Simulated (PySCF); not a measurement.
**Excited-state calculation, with input and output: CuF**

- system: CuF, SMILES [F][Cu]
- method: ADC(2)/pc-2, RHF (PySCF 2.14.0)

The geometry was optimised with RPBE/def2-TZVP.

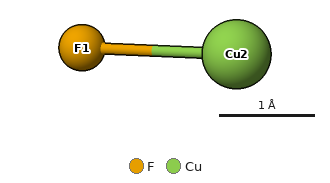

**Figure 1.** The structure as given in the input (ball-and-stick view, seen at a tilt; atoms are numbered from 1 in the order of the input). Sticks mark near contacts.

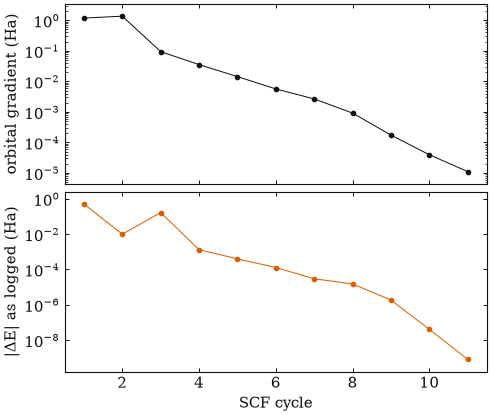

**Figure 2.** Convergence of the self-consistent field: orbital gradient and size of the energy change against the SCF cycle. The residual falls almost steadily, with no more than small rises.

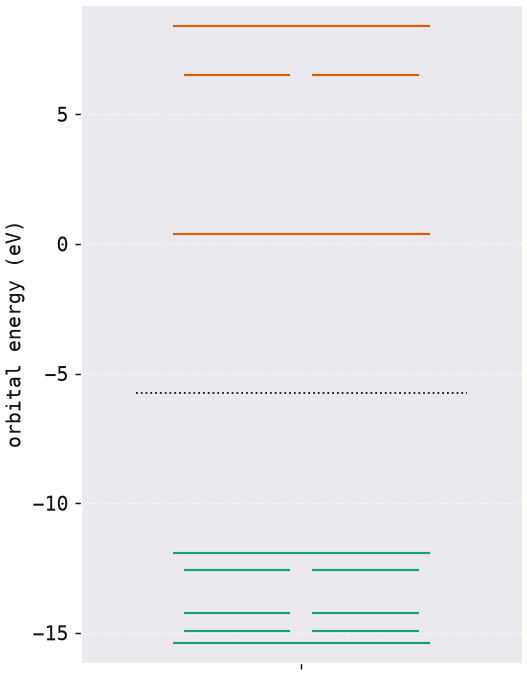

**Figure 3.** Orbital energies near the frontier (SCF reference); the dotted line parts filled from empty levels, and levels within 0.02 eV of each other stand side by side. Highest filled −11.92 eV, lowest empty 0.40 eV, 12.32 eV apart.

The input and output of the run follow.

### Input (job.py)
```python
from pyscf import gto, scf, adc

mol = gto.Mole()
mol.atom = [
    ('F', (0.781039, -0.306685, 0.385567)),
    ('Cu', (-0.734563, 0.237853, -0.374513)),
]
mol.basis = 'pc-2'
mol.max_memory = 1860
mol.verbose = 4
mol.build()

mf = scf.RHF(mol)
mf.max_cycle = 100
mf.kernel()

myadc = adc.ADC(mf, frozen=6)
myadc.method = 'adc(2)'

myadc.method_type = 'ee'
e, vec, osc, x = myadc.kernel(nroots=5)

roots = e * 27.211386
print('root  energy (eV)  strength')
for i, (w, f) in enumerate(zip(roots, osc), 1):
    print('%3d %10.4f %10.5f' % (i, w, f))
```

Run as:
```bash
OMP_NUM_THREADS=1 python job.py
```

### The program's output
```
PySCF version 2.14.0

[INPUT] num. atoms = 2
[INPUT] num. electrons = 38
[INPUT] charge = 0
[INPUT] spin (= nelec alpha-beta = 2S) = 0
[INPUT] symmetry False subgroup None
[INPUT] Mole.unit = angstrom
[INPUT] Symbol           X                Y                Z      unit          X                Y                Z       unit  Magmom
[INPUT]  1 F      0.781039000000  -0.306685000000   0.385567000000 AA    1.475949802604  -0.579550656512   0.728616032670 Bohr   0.0
[INPUT]  2 Cu    -0.734563000000   0.237853000000  -0.374513000000 AA   -1.388122891239   0.449477027906  -0.707727000089 Bohr   0.0

nuclear repulsion = 77.5574423991858
number of shells = 9
number of NR pGTOs = 157
number of NR cGTOs = 86
basis = pc-2
ecp = {}

******** <class 'pyscf.scf.hf.RHF'> ********
method = RHF
initial guess = minao
damping factor = 0
level_shift factor = 0
DIIS = <class 'pyscf.scf.diis.CDIIS'>
diis_start_cycle = 1
diis_space = 8
diis_damp = 0
SCF conv_tol = 1e-09
SCF conv_tol_grad = None
SCF max_cycles = 100
direct_scf = True
direct_scf_tol = 1e-13
Set gradient conv threshold to 3.16228e-05
Initial guess from minao.
init E= -1737.76577266543
  HOMO = -0.31423747700434  LUMO = -0.0510865699348653  gap/eV = 7.16070
cycle= 1 E= -1738.27090259343  delta_E= -0.505  |g|= 1.18  |ddm|= 3.14
  HOMO = -0.317545945735427  LUMO = -0.0117403285945592  gap/eV = 8.32139
cycle= 2 E= -1738.26108915276  delta_E= 0.00981  |g|= 1.36  |ddm|= 1.28
  HOMO = -0.419503963447611  LUMO = 0.00811274292161634  gap/eV = 11.63604
cycle= 3 E= -1738.42583218275  delta_E= -0.165  |g|= 0.094  |ddm|= 0.852
  HOMO = -0.441859538673528  LUMO = 0.0116706243174942  gap/eV = 12.34118
cycle= 4 E= -1738.42713925827  delta_E= -0.00131  |g|= 0.0353  |ddm|= 0.07
  HOMO = -0.43704444338641  LUMO = 0.0144067197025315  gap/eV = 12.28461
cycle= 5 E= -1738.4275349041  delta_E= -0.000396  |g|= 0.0143  |ddm|= 0.0413
  HOMO = -0.438024662827194  LUMO = 0.0145546803989856  gap/eV = 12.31531
cycle= 6 E= -1738.4276627492  delta_E= -0.000128  |g|= 0.00565  |ddm|= 0.0293
  HOMO = -0.438132955997832  LUMO = 0.0145674440700798  gap/eV = 12.31861
cycle= 7 E= -1738.42769239163  delta_E= -2.96e-05  |g|= 0.00266  |ddm|= 0.0122
  HOMO = -0.438089079812832  LUMO = 0.0145970582246679  gap/eV = 12.31822
cycle= 8 E= -1738.42770725595  delta_E= -1.49e-05  |g|= 0.000914  |ddm|= 0.012
  HOMO = -0.438084857111594  LUMO = 0.0145960709852542  gap/eV = 12.31808
cycle= 9 E= -1738.42770909828  delta_E= -1.84e-06  |g|= 0.000174  |ddm|= 0.00519
  HOMO = -0.438064110481534  LUMO = 0.0145974024791986  gap/eV = 12.31755
cycle= 10 E= -1738.42770913863  delta_E= -4.03e-08  |g|= 3.95e-05  |ddm|= 0.00078
  HOMO = -0.43806193006686  LUMO = 0.0145981892887495  gap/eV = 12.31751
cycle= 11 E= -1738.42770913943  delta_E= -8.02e-10  |g|= 1.11e-05  |ddm|= 6.72e-05
  HOMO = -0.438061208148374  LUMO = 0.0145983155864187  gap/eV = 12.31749
Extra cycle  E= -1738.42770913949  delta_E= -5.73e-11  |g|= 7.68e-06  |ddm|= 1.57e-05
converged SCF energy = -1738.42770913949

******** <class 'pyscf.adc.radc.RADC'> ********
******** ADC Orbital Information ********
Number of Frozen Occupied Orbitals: 6
Number of Frozen Virtual Orbitals: 0
Number of Active Occupied Orbitals: 13
Number of Active Virtual Orbitals: 67
*****************************************
Reference correlation energy (doubles): -1.01137618
MP2 correlation energy of reference state (a.u.) = -1.01137618

******** <class 'pyscf.adc.radc_ee.RADCEE'> ********
max_space = 12
max_cycle = 50
conv_tol = 1e-08

*************************************************************
        ADC calculation summary (singlet states only)
*************************************************************
adc(2) root 0  |  Energy (Eh) =  -0.0218393857  |  Energy (eV) =  -0.59427995  |  Osc. strength = -0.00237405  |  conv = True
adc(2) root 1  |  Energy (Eh) =  -0.0218393857  |  Energy (eV) =  -0.59427995  |  Osc. strength = -0.00237405  |  conv = True
adc(2) root 2  |  Energy (Eh) =  -0.0200069648  |  Energy (eV) =  -0.54441724  |  Osc. strength = -0.00000000  |  conv = True
adc(2) root 3  |  Energy (Eh) =  -0.0032808397  |  Energy (eV) =  -0.08927620  |  Osc. strength = -0.00000000  |  conv = True
adc(2) root 4  |  Energy (Eh) =  -0.0032808395  |  Energy (eV) =  -0.08927619  |  Osc. strength = -0.00000000  |  conv = True
root  energy (eV)  strength
  1    -0.5943   -0.00237
  2    -0.5943   -0.00237
  3    -0.5444   -0.00000
  4    -0.0893   -0.00000
  5    -0.0893   -0.00000
```

### Results in brief

```csv
quantity,value
outcome,converged
SCF energy,−1738.427709 hartree
correlation energy,−1.011376 hartree
basis functions,86
HOMO of the SCF reference,−11.92 eV
LUMO of the SCF reference,0.40 eV
hardware,"1 thread of Intel Xeon @ 2.50GHz (Skylake/Cascade Lake), 189 GiB of memory available, shared host"
wall time,84 s
peak memory,0.98 GiB
```
